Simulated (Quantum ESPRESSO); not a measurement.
Two runs for the O K edge of atom 3 in LaTiO3 (Pm-3m). Run A: Quantum ESPRESSO XSpectra, PBEsol, excited-electron core hole (neutral cell), 10-atom cell with 5.5 Å between holes, 8×8×8 k points, dipole transitions, Lorentzian half width 0.4 eV, without spin-orbit coupling. Run B differs in one choice.

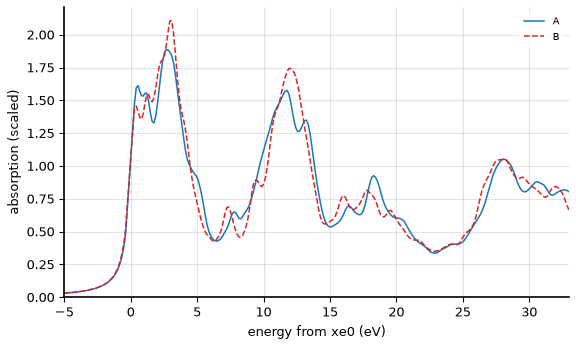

Energy from the energy zero of the input (xe0, at the border of filled and empty states); intensity scaled to a mean of 1 over the first 20 eV.

**Question.** What was changed?
a) the plane-wave cutoff
b) the broadening
c) the k mesh of the field
d) the size of the supercell

(d): run B changes the supercell atoms from 10 to 5. Against the first run the r.m.s. difference is 12 %. The highest intensity below 16 eV goes from 2.7 eV (1.89) to 3.1 eV (2.11). Other settings could leave a like mark; this is the one that was changed.

[Hosts, paths, dates, database ids (printed as entryN), source tags and the programs' standing remarks are cut or masked in the printed files.]

[Lists of maxima count a maximum above −3 eV only where it reaches 4 % of the highest in the window and stands out from its surroundings by 2 % of it (1.5 % where it reaches 55 %); shoulders and weaker maxima are passed over, and of the rest the first, up to two pre-edge ones and the few strongest are named.]
